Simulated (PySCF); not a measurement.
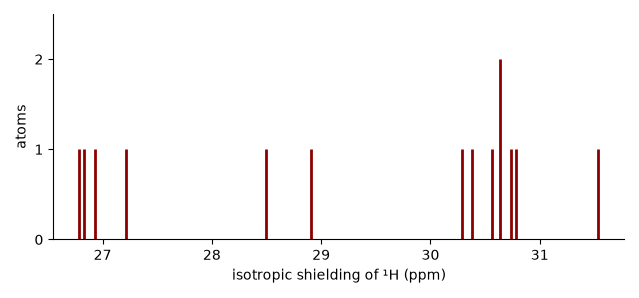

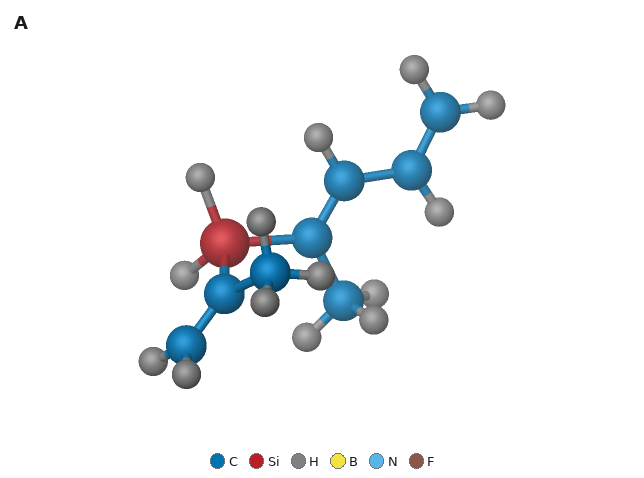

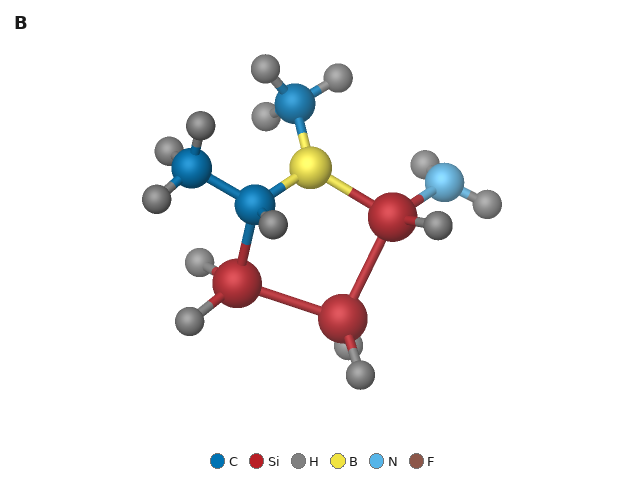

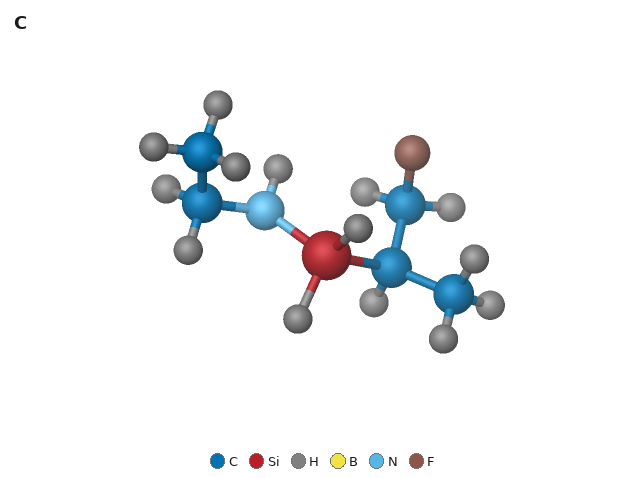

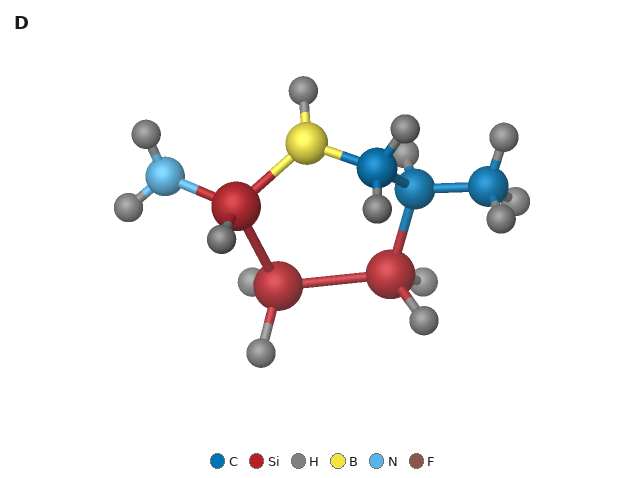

The sticks are computed shieldings of one of the molecules, for one fixed geometry (GFN2-xTB) without averaging over rotations. Low shielding means a high chemical shift. Method: GIAO PBE0/pcSseg-1 NMR shielding, non-relativistic, gas phase (PySCF 2.14.0).

### Which molecule gives this pattern?

C, `CCN[SiH2][C@H](C)CF`. Its 14 H atoms give lines at 26.79, 26.83, 26.93, 27.22, 28.49, 28.91, 30.29, 30.38, 30.56, 30.64 (2 atoms), 30.74, 30.78, 31.54 ppm.

The geometry is semi-empirical. Around B, Si such bond lengths and angles can be off by a tenth of an ångström or more and by several degrees, and values that hang on the shape move with them.
